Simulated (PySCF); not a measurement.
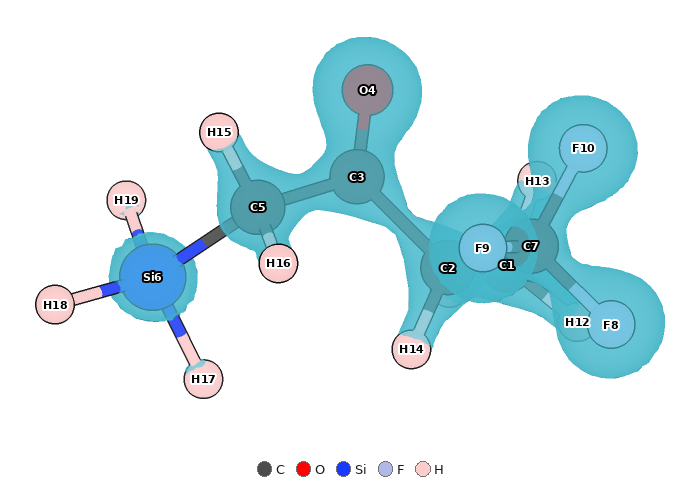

The picture shows: C$_{5}$H$_{9}$F$_{3}$OSi (SMILES C[C@H](C(=O)C[SiH3])C(F)(F)F). Isosurface of the total electron density at 1.5 e/Å³ (cyan), seen from one side.

Geometry: GFN2-xTB.

The calculation used PBE0/pcSseg-1, SCF density, gas phase, non-relativistic in PySCF 2.14.0.

| atom | x (Å) | y (Å) | z (Å) |
| --- | --- | --- | --- |
| C | -1.5414 | -1.3601 | -0.4623 |
| C | -0.8747 | -0.0143 | -0.1903 |
| C | 0.3107 | -0.1695 | 0.7869 |
| O | 0.3010 | -1.0237 | 1.6356 |
| C | 1.4377 | 0.7542 | 0.5483 |
| Si | 2.6503 | -0.0961 | -0.6799 |
| C | -1.8806 | 0.9386 | 0.4401 |
| F | -2.9251 | 1.1724 | -0.3743 |
| F | -1.3416 | 2.1455 | 0.6960 |
| F | -2.3878 | 0.4943 | 1.5902 |
| H | -0.8514 | -2.0060 | -0.9988 |
| H | -2.4433 | -1.2312 | -1.0556 |
| H | -1.7965 | -1.8358 | 0.4820 |
| H | -0.5374 | 0.4597 | -1.1169 |
| H | 1.9738 | 0.9253 | 1.4800 |
| H | 1.1043 | 1.7061 | 0.1430 |
| H | 1.9455 | -0.3159 | -1.9466 |
| H | 3.7621 | 0.8320 | -0.8742 |
| H | 3.0848 | -1.3663 | -0.1107 |

**How is the density connected at this value?**

At this value the surface falls into five separate pieces. It bridges the sampled C–O (1.20 Å), C–F (1.33 Å) and C–C (1.48 Å) contacts, where the density stays above the isovalue. It is pinched off along the sampled C–Si (1.92 Å) contacts. On the grid the lowest density along these lines, outside the cores, is 2.9 e/Å³ (C–O, 1.20 Å), 1.9 e/Å³ (C–F, 1.33 Å), 1.8 e/Å³ (C–C, 1.48 Å) and 0.72 e/Å³ (C–Si, 1.92 Å).
